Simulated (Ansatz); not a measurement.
```xyz
7

Al   -0.8709    2.0944   -1.2521
P     0.3859   -0.0562   -1.5088
S     0.7291    1.5915   -2.7942
H    -2.3782    1.8975   -1.6796
H    -0.4061    2.8425    0.0585
H     0.1294   -1.1697   -2.3525
H     1.6582   -0.4372   -1.0053
```

Geometry: B3LYP-D3(BJ)/def2-SVP.

Level of theory: isolated molecule in a Gaussian basis; Kohn-Sham density functional theory, functional PBE0 (Ansatz).

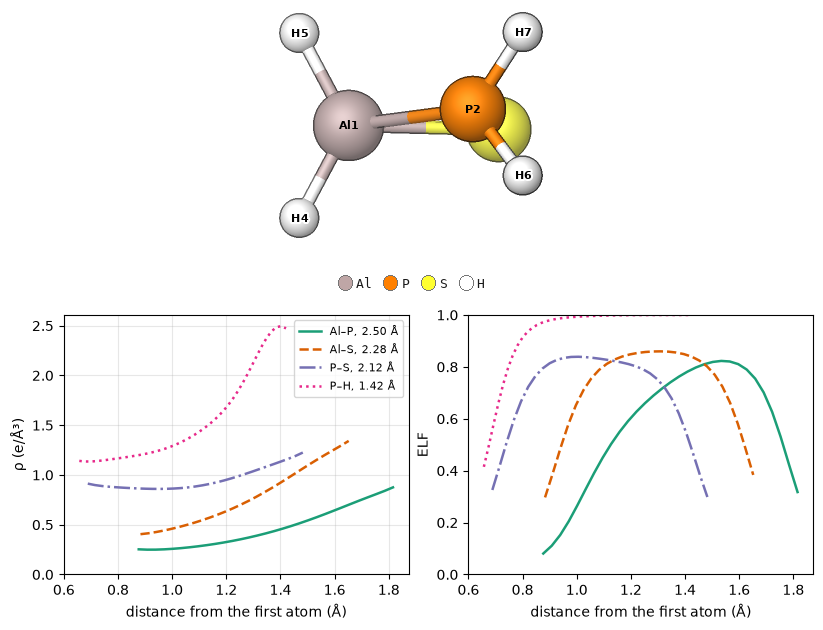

AlH₄PS. Electron density and electron localisation function along straight lines between neighbouring atoms. The curves leave out the atomic cores. The structure is drawn too.

What can be read from the curves?

Al–P (2.50 Å): ρ at the midpoint is about 0.35 e/Å³, with its minimum of 0.25 e/Å³ about 0.9 Å from Al; the ELF peaks at about 0.80 in the valence shell of P, 1.0 Å from its nucleus, and is about 0.65 at the midpoint.
Al–S (2.28 Å): the density is about 0.57 e/Å³ at the midpoint; the ELF peaks at about 0.85 in the valence shell of S, 1.0 Å from its nucleus, and is about 0.85 at the midpoint.
P–S (2.12 Å): ρ at the midpoint is about 0.88 e/Å³; the ELF peaks at about 0.85 between the atoms; a covalent bond.
P–H (1.42 Å): ρ is about 1.1 e/Å³ halfway; the ELF climbs to about 1 towards the hydrogen, as it does in any bond to H.
